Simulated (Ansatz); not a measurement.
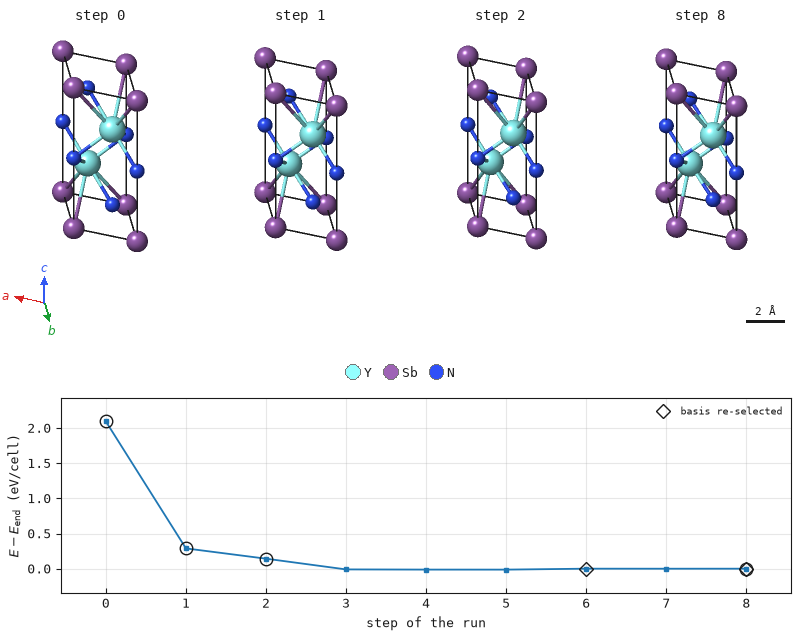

Frames of a relaxation of solid Y$_{2}$SbN$_{3}$ (built on the K2NaCl3-164 type type), marked on the history of the run. A ball-and-stick model of the cell of the calculation, seen from a free direction.

Method: DFT, PBEsol, plane waves, PAW (Ansatz).

The input:
```yaml
crystal:
  lattice:
    - [3.6399648, 0.0, 0.0]
    - [-1.8199824, 3.15230199, 0.0]
    - [0.0, 0.0, 9.00260364]
  atoms:
    - { symbol: "Y", position: [0.33333333, 0.66666667, 0.67902339] }
    - { symbol: "Y", position: [0.66666667, 0.33333333, 0.32097661] }
    - { symbol: Sb, position: [0.0, 0.0, 0.0] }
    - { symbol: "N", position: [0.33333333, 0.66666667, 0.1429916] }
    - { symbol: "N", position: [0.66666667, 0.33333333, 0.8570084] }
    - { symbol: "N", position: [0.0, 0.0, 0.5] }
kpoints:
  mp_grid: { grid: [6, 6, 2] }
hamiltonian:
  xc: pbesol
scf:
  occupations: { method: fermi_dirac, width: 0.03 }
relax:
  f_tol: 0.01
  cell: {}
  max_steps: 120
```

Command:
```bash
ansatz run input.yaml --threads 2 --pin off --max-ram 29491MiB --backend cpu --events-out ev --progress --plain --runs-dir out
```

Question: What happens along the run?

Answer: Over 6 accepted moves (8 points after the start) the energy falls by 2.093 eV per cell of the calculation. The largest force component goes from 2.5 to 0.0084 eV/Å. Pressure: −17.05 GPa at the start and 0.00 GPa at the end. The SCF was repeated twice at an unchanged geometry on a basis and grid sized afresh for the cell, which shifted the energy by 13.4 meV per cell of the calculation at most. The largest moves relative to the cell, 0.32 Å, are those of N4 and N5. N5 goes along −c. By element the largest moves are N 0.32 Å, Y 0.13 Å. Sb stays in place. The drawn cell changes as follows: a = b 3.640 → 3.441 Å (−5.5 %), c 9.003 → 8.536 Å (−5.2 %); the volume changes by −15.2 %. Near-neighbour distances that change, for instance: Y1–Y2 3.848 → 3.436 Å, Y1–N5 2.643 → 2.387 Å, Y1–N6 2.648 → 2.432 Å, Y1–Y1 3.640 → 3.441 Å. Bond angles that change, for instance: Y1–N5–Y1 87.1° → 92.2°, Y1–N6–Y1 86.8° → 90.1°, Y1–N6–Y2 93.2° → 89.9°. The space group stays P-3m1 (No. 164). From step 0 to 1: N atoms move most (0.19 Å), volume −11.0 %, energy −1.805 eV per cell of the calculation. From step 1 to 2: N atoms move most (0.19 Å), volume −7.3 %, energy −0.146 eV per cell of the calculation. From step 2 to 8: N atoms move most (0.05 Å), volume +2.8 %, energy −0.142 eV per cell of the calculation.
